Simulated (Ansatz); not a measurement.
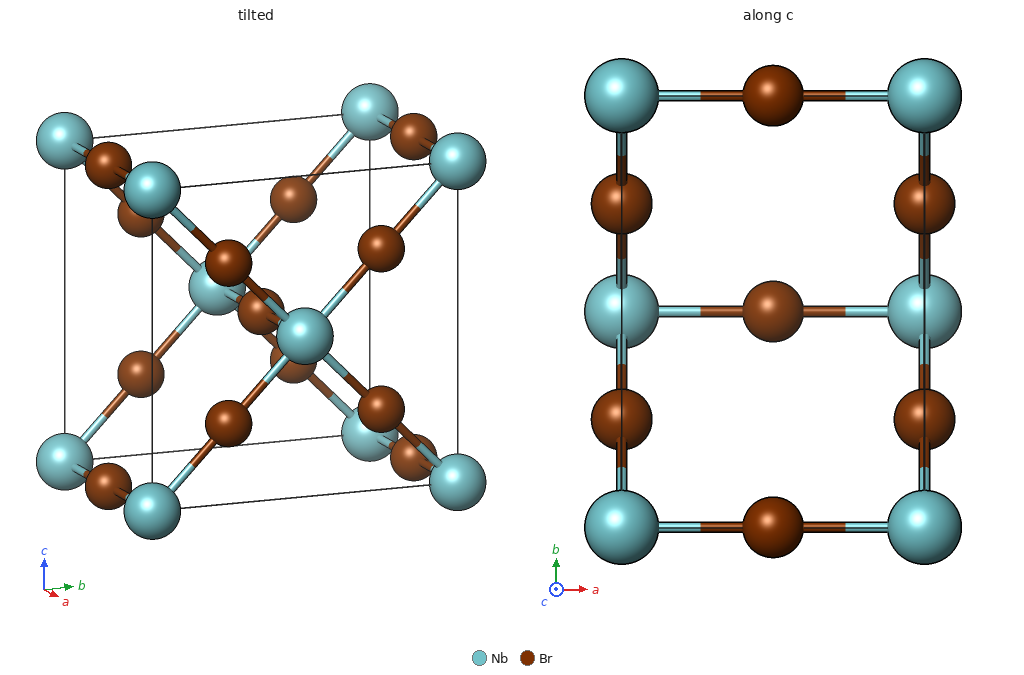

Ball-and-stick representation of a periodic structure, projected slightly off an axis and along the c axis. The parallelepiped is the unit cell.

NbBr3, a = 5.197 Å, b = 7.407 Å, c = 7.407 Å, α = 90.00°, β = 90.00°, γ = 90.00°. Strictly the space group is P4/mmm (No. 123, within 0.01 Å). It is a distorted form of a primitive cubic structure, space group Pm-3m (No. 221) within 0.25 Å: ReO₃ type. Its origin is a structure type filled with these elements by a generator (whether the compound takes this form wasn't checked). Earlier steps of the study, as a rule a relaxation of our own, may have changed the cell and positions, so they can lie some per cent off the listed ones. It was run through Ansatz as a DFT input.

This one geometry was computed with Ansatz (DFT, plane waves, PAW) at three levels of theory: r2SCAN, LDA and PBEsol.

### Which level gives the highest pressure at this volume, and what does that say about its equilibrium volume?

Highest: r2SCAN (0.1 GPa), which points to the largest equilibrium volume. Lowest, with the smallest volume: LDA (-3.7 GPa). Levels within 0.5 GPa of each other can't be told apart.

### How does the band gap change with the level of theory?

All levels give a metal.

### Collect the results in a table.

| level | cutoff (eV) | k-mesh of the run's cell | gap (eV) | pressure (GPa) | absolute moment (μB/atom) |
| --- | --- | --- | --- | --- | --- |
| r2SCAN | 500 | 6×6×3 | metal | 0.1 | 0.48 |
| LDA | 420 | 6×6×3 | metal | -3.7 | 0.30 |
| PBEsol | 420 | 6×6×3 | metal | -2.1 | 0.38 |

Gaps are taken on the k-mesh or band path of each run.
